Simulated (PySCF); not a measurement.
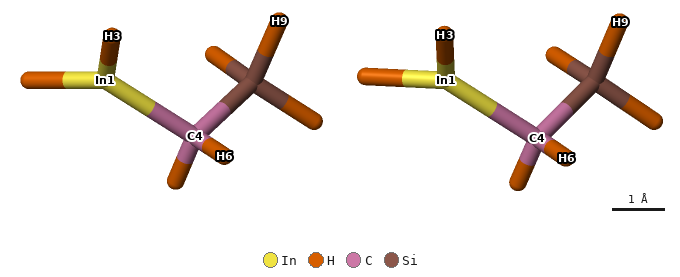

Two geometries of CH7InSi, drawn at one scale. One is the start of a relaxation, the other its converged end. A stick model, seen at a tilt.

These are results of PBE0-D3(BJ)/def2-SVP geometry optimisation, gas phase in PySCF, not measurements. 

Which one is relaxed?

Answer. The left one is the relaxed one. The start comes from GFN2-xTB. After 4 geometry steps the energy has fallen by 9.10 kJ/mol. The largest force component goes from 1.1 to 0.012 eV/Å. The largest moves after the best rigid fit, 0.15 Å, are those of H atoms. Largest moves by element: H 0.15 Å, C 0.07 Å, Si 0.05 Å, In 0.02 Å. Among the contacts that change: C–In 2.220 → 2.174 Å, C–Si 1.897 → 1.871 Å, H–Si 1.473 → 1.499 Å, H–In 1.748 → 1.734 Å. Bond angles that change, for instance: H–In–H 110.5° → 121.8°, H–In–C 124.6° → 119.1°, C–Si–H 109.8° → 113.0°.
